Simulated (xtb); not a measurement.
## Geometry relaxation, with input and output: C2H6OSSi (part 4 of 4)

Continued. System: C2H6OSSi. Method: GFN2-xTB (xtb 6.7.1). The geometry comes from this level: GFN2-xTB.

Geometry of the input (Å):
```
C  -1.3637  0.7738  -0.1654
Si 0.4541  0.4526  0.2505
S  0.6836  -0.4678  2.1946
C  1.1902  -0.8153  -0.9966
O  0.5194  -1.4362  -1.7809
H  -1.8971  1.2160  0.6726
H  -1.8664  -0.1538  -0.4331
H  -1.4540  1.4477  -1.0128
H  1.3254  1.6168  0.3311
H  0.1248  -1.6300  1.8868
H  2.2837  -1.0037  -0.9467
```

## Trajectory as extended XYZ, continued
```
11
Properties=species:S:1:pos:R:3 step=9 energy=-445.00778
C    -1.3631    0.7634   -0.1567
Si    0.4580    0.4481    0.2477
S     0.6955   -0.4725    2.1908
C     1.1983   -0.8083   -1.0088
O     0.5396   -1.3875   -1.8337
H    -1.8777    1.2556    0.6648
H    -1.8802   -0.1716   -0.3645
H    -1.4621    1.3907   -1.0379
H     1.3253    1.6155    0.3289
H     0.0805   -1.6107    1.9013
H     2.2858   -1.0226   -0.9319
11
Properties=species:S:1:pos:R:3 step=10 energy=-445.00781
C    -1.3632    0.7627   -0.1563
Si    0.4581    0.4479    0.2479
S     0.6964   -0.4732    2.1903
C     1.1985   -0.8078   -1.0092
O     0.5410   -1.3823   -1.8385
H    -1.8762    1.2603    0.6628
H    -1.8817   -0.1727   -0.3582
H    -1.4621    1.3850   -1.0410
H     1.3250    1.6155    0.3292
H     0.0790   -1.6104    1.9030
H     2.2852   -1.0250   -0.9299
11
Properties=species:S:1:pos:R:3 step=11 energy=-445.00783
C    -1.3633    0.7624   -0.1562
Si    0.4580    0.4477    0.2480
S     0.6969   -0.4737    2.1904
C     1.1985   -0.8074   -1.0095
O     0.5418   -1.3783   -1.8419
H    -1.8754    1.2644    0.6609
H    -1.8829   -0.1733   -0.3535
H    -1.4619    1.3807   -1.0437
H     1.3246    1.6156    0.3297
H     0.0792   -1.6108    1.9039
H     2.2845   -1.0272   -0.9280
```

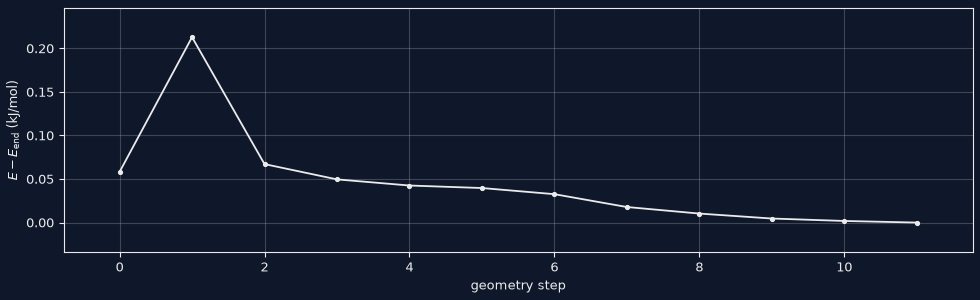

Fig. 1: Progress of the relaxation, step by step (steps are counted from 0).

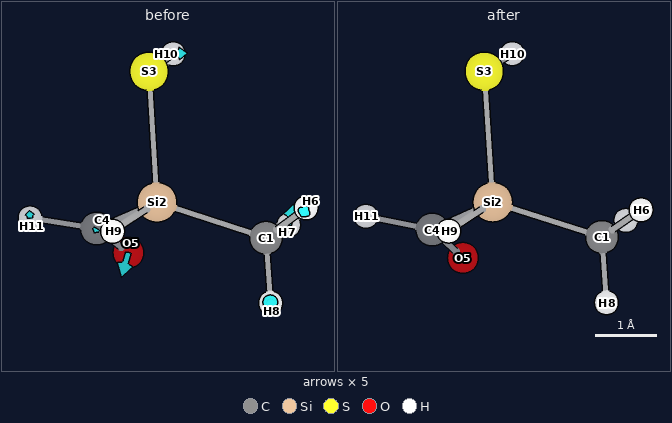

Fig. 2: Before (left) and after (right) the relaxation, at one scale (ball-and-stick view, seen at a tilt). The teal arrows give the displacements, magnified 5 times. O5 moves most after the best rigid fit: 0.092 Å. Largest moves by element: O 0.092 Å, H 0.081 Å, C 0.019 Å, S 0.016 Å, Si 0.006 Å. Over 11 geometry steps the energy falls by 0.06 kJ/mol. (Atoms are counted from 1 in the order of the input.)

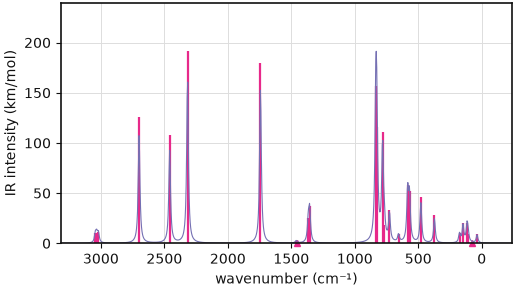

Fig. 3: Harmonic infrared spectrum, unscaled: sticks (degenerate modes added up, dark ones marked on the axis) with a Lorentzian envelope of 16 cm⁻¹ full width, scaled to the tallest stick. 27 modes from 37 to 3043 cm⁻¹, none imaginary. The strongest line is at 2317 cm⁻¹ (191 km/mol).

## Summary

```tsv
quantity	value
outcome	converged
electrons treated	30
total energy	−16.353736 hartree
dispersion energy	−0.007135 hartree
basis functions	38
HOMO	−10.43 eV
LUMO	−8.05 eV
zero-point energy	0.071102 hartree
dipole moment	1.82 D
wavenumbers, lowest and highest	37 and 3043 cm⁻¹
hardware	1 thread of AMD EPYC (Zen 5), 16 GiB of memory available, shared host
peak memory	0.073 GiB
```
